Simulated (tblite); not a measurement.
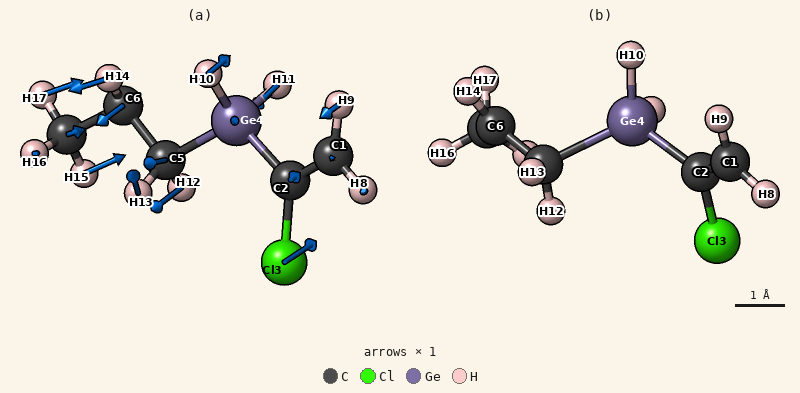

The structure of C$_{5}$H$_{10}$ClGe (multiplicity 2) before (left) and after (right) a relaxation, at one scale. The blue arrows give the displacements, at their true length.

A ball-and-stick model, seen at a tilt.

The calculation used tblite 0.8.0, GFN2-xTB geometry optimisation, gas phase. 

> Summarise the run.

The largest move after the best rigid fit is that of an H atom, 1.45 Å. Largest moves by element: H 1.45 Å, Cl 1.31 Å, C 0.92 Å, Ge 0.21 Å. Some distances before and after: C–Ge 1.919 → 2.059 Å, C–C 1.513 → 1.445 Å, Ge–H 1.563 → 1.512 Å, C–H 1.130 → 1.091 Å. Bond angles that change, for instance: C–C–C 107.8° → 121.9°, C–C–H 106.1° → 119.5°, Cl–C–Ge 122.0° → 111.2°. Groups turn about C–Ge by about 60°. The energy falls by 0.935 eV in 120 geometry steps.
